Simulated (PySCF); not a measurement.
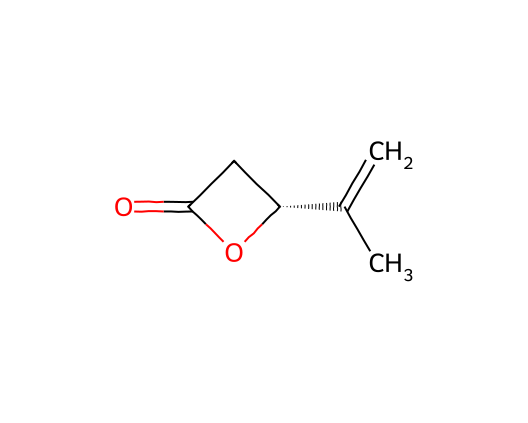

Skeletal drawing of a molecule.

> Transcribe the drawing into SMILES.

C=C(C)[C@H]1CC(=O)O1

> What is the molecular formula?

C6H8O2.

> An optimisation with PBE0-D3(BJ)/def2-SVP gave a structure of which point group?

C1.

The parts below concern this one geometry. Atoms keep their numbers from picture to picture. Computed geometry: PBE0-D3(BJ)/def2-SVP optimisation. No frequency run is at hand to confirm it as a minimum.

## Geometry

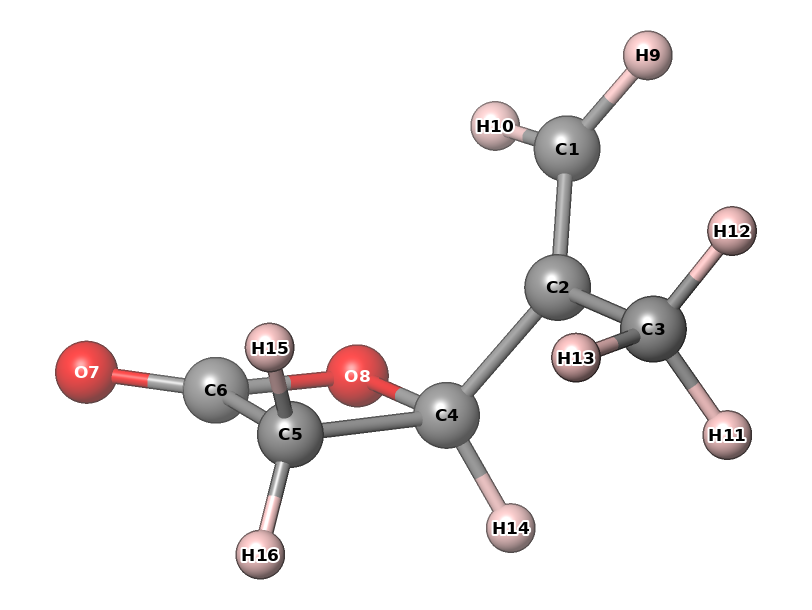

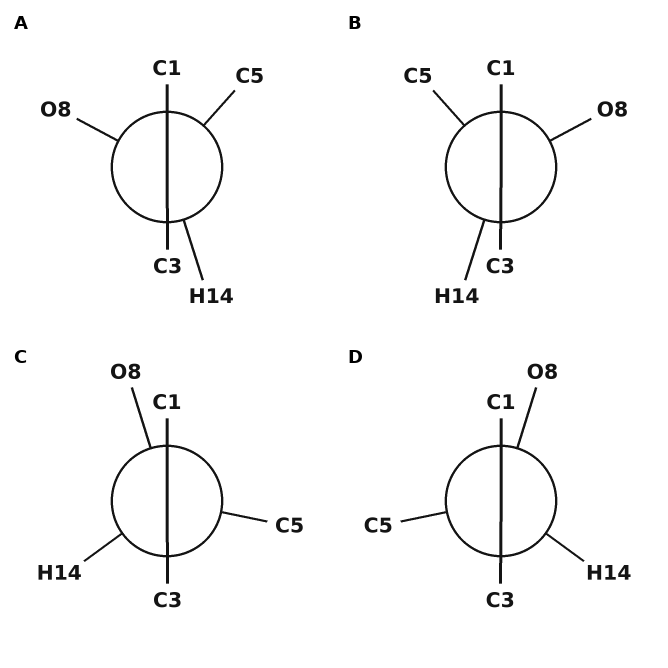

Depth is shown by fading: the farther an atom, the more it takes the colour of the background. Bonds that would overlap in a projection are set slightly apart. No frequency run is at hand to confirm it as a minimum.

> Which Newman projection shows the view along C2–C4, with C2 in front?

D. The torsion angle C3–C2–C4–O8 is −179°, antiperiplanar (anti).

## NMR shielding

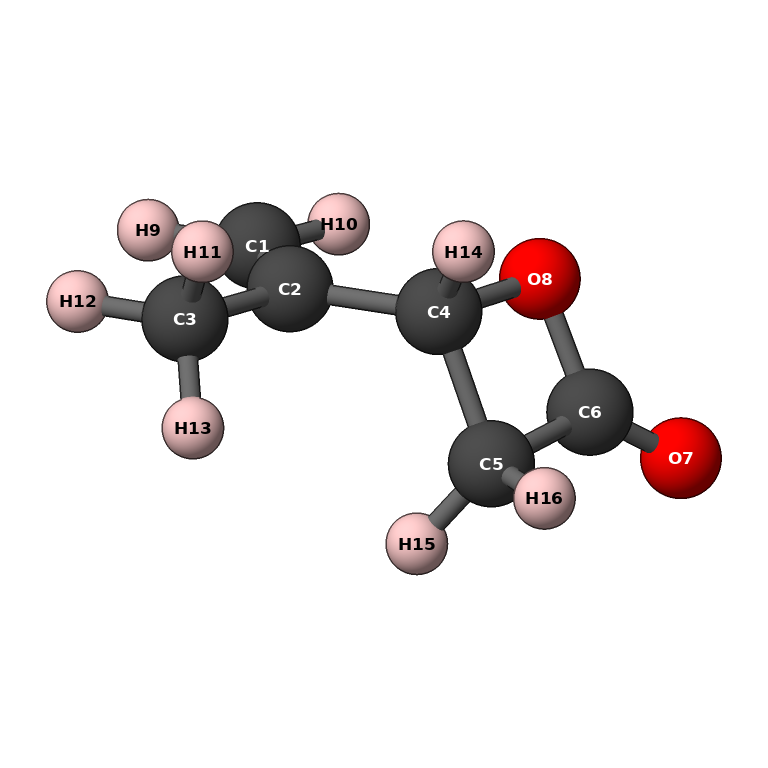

No frequency run is at hand to confirm it as a minimum. Level of theory: GIAO PBE0/pcSseg-1 NMR shielding, non-relativistic, IEF-PCM benzene (PySCF 2.14.0). Principal shieldings σ11 ≤ σ22 ≤ σ33, span Ω = σ33 − σ11, skew κ = 3(σiso − σ22)/Ω.

> Which C atom has the most anisotropic shielding?

C2, with a span of 243 ppm.

Give the shielding tensors of the C atoms.

```tsv
atom	σ11	σ22	σ33	σiso	Ω	κ
C1	−39.4	78.7	159.6	66.3	199.0	−0.19
C2	−90.6	37.6	152.1	33.0	242.7	−0.06
C3	151.8	155.0	186.6	164.4	34.9	0.82
C4	81.0	117.6	141.6	113.4	60.6	−0.21
C5	105.0	139.4	166.9	137.1	61.9	−0.11
C6	−94.0	59.0	73.5	12.9	167.5	−0.83
```

Shieldings and span in ppm.

## Excitation

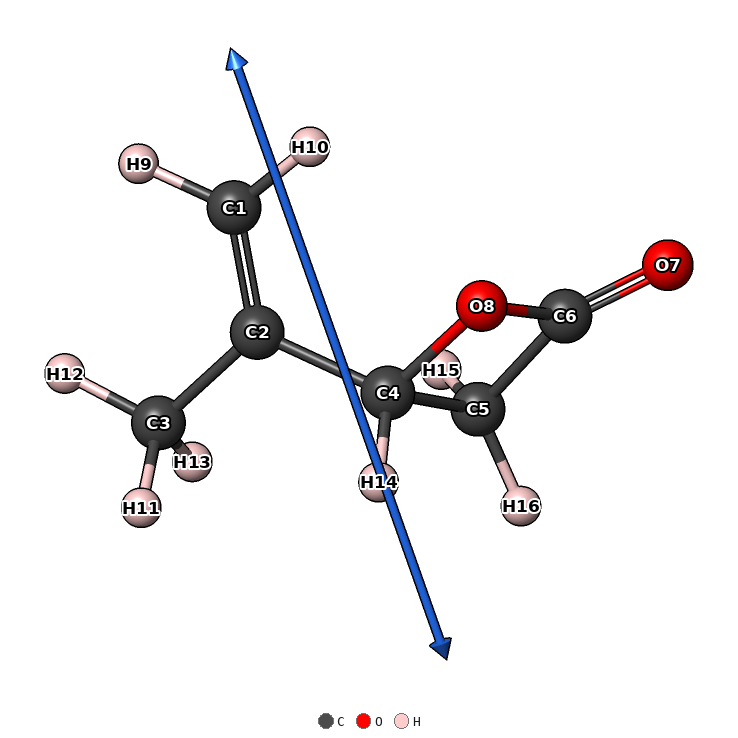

The double arrow shows the direction of the transition dipole to excited singlet state 2 (its length means nothing). No frequency run is at hand to confirm it as a minimum. Level of theory: TDDFT ωB97X-D/def2-SVPD, vertical, gas phase, core orbitals frozen in the response (PySCF 2.14.0).

> How is the transition polarised?

Nearly parallel to the C1–C2 bond.

> Where does the transition lie, and how strong is it?

7.26 eV (171 nm), oscillator strength 0.39, mainly HOMO → LUMO (weight 0.93); transition dipole 3.76 D.

## Ring current

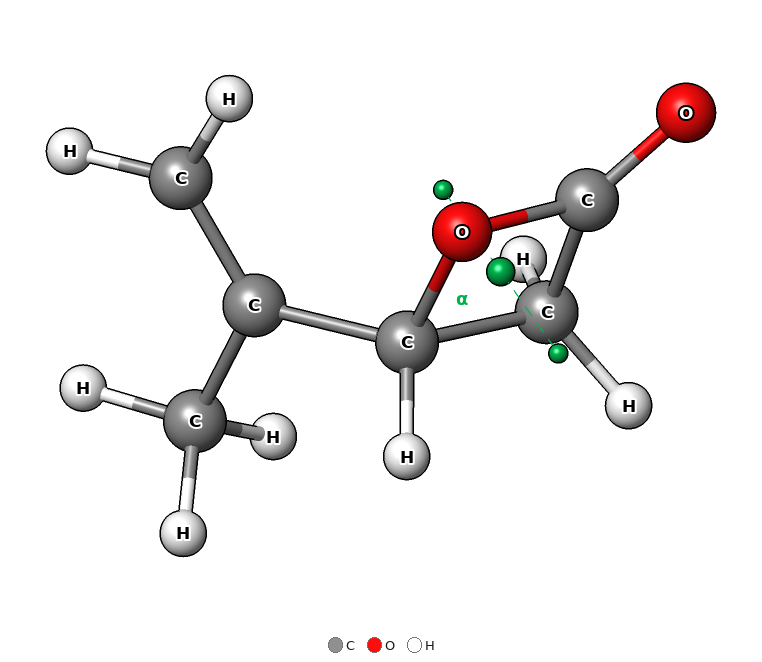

The small points mark where nucleus-independent chemical shifts (NICS) were computed: at the centre of each lettered ring and 1 Å above and below it. No frequency run is at hand to confirm it as a minimum. Method: GIAO PBE0/pcSseg-1 NMR shielding, non-relativistic, IEF-PCM benzene (PySCF 2.14.0).

Give NICS(0), NICS(1) and the out-of-plane component NICS(1)zz for each ring (means of the two sides).

```json
{"ring": "α", "members": "C3O", "NICS(0)": "−3.2", "NICS(1)": "−2.2", "NICS(1)zz": "−1.1"}
```

Values in ppm.
